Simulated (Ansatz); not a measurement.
## Fields on a plane of GaS (beta-GaS type, space group P6_3/mmc)

```
GaS
1.0
    3.59064     0.00000     0.00000
   -1.79532     3.10958     0.00000
    0.00000     0.00000    15.44873
Ga S
4 4
Direct
  0.33333   0.66667   0.17077
  0.66667   0.33333   0.67077
  0.66667   0.33333   0.82923
  0.33333   0.66667   0.32923
  0.33333   0.66667   0.60035
  0.66667   0.33333   0.10035
  0.66667   0.33333   0.39965
  0.33333   0.66667   0.89965
```

The slice is a (0001) plane (indices of the conventional cell) through the point (0.333, 0.667, 0.171) (fractional), spanned by u = [110] and v = [1 -1 0] in vectors of this cell: u (3.59 Å) and v (6.22 Å, at 90° to u). It covers one period; positions are fractions (u, v).

Atoms on it: Ga at (0.00, 0.00); Ga at (0.50, 0.50).

Method: PBE-D3(BJ) (plane waves to 420 eV, PAW, scalar-relativistic; Ansatz, an electronic-structure program). k mesh 11×11×3. These are valence fields of a PAW run, semicore shells included where kept as valence: close to a nucleus they are smooth pseudo fields. GaS was relaxed with its symmetry unable to fall.

```
|xx.-=*###*=-.x|
|..:-+%@@@%+-:.|
|---=#@@@@@#=--|
|::-+%@@@@@%+-:|
|::-+#@@@@@#+-:|
| .:-*%@@@%*-:.|
|  .:=*#%#*=:. |
|   :-=====-:  |
|  .::-----::. |
| .::--. .--::.|
|::-:-.xxx.-:-:|
|++=-- xxx --=+|
|##*=-.xxx.-=*#|
|@@%+-:...:-+%@|
|@@@#=-----=#@@|
|@@@%+-:::-+%@@|
|@@@#+-:::-+#@@|
|@@%*-:. .:-*%@|
|%#*=:.   .:=*#|
|===-:     :-==|
|---::.   .::--|
| .--::. .::--.|
|xx.-:-:::-:-.x|
|xx --=+++=-- x|
```
Scale: ten equal steps from 0.03 (start of ' ') to 0.68 (end of '@'), in the order ' .:-=+*#%@'. Values: electron localisation function (ELF). The map has 14 points along u (one character each, u = 0 at the left) and 24 along v (v = 0 in the bottom row). Points within 0.5 Å of a nucleus are blanked (x), as the pseudised field means little there.

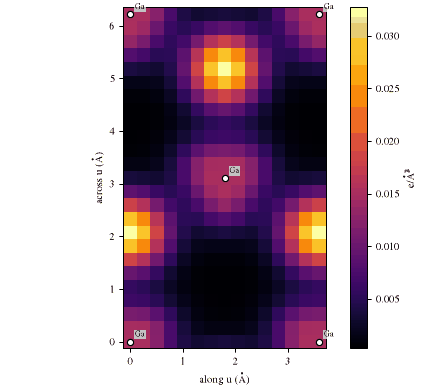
Density of the highest valence band (whole band, smooth part) in e/Å³, one period of the plane, atoms marked.
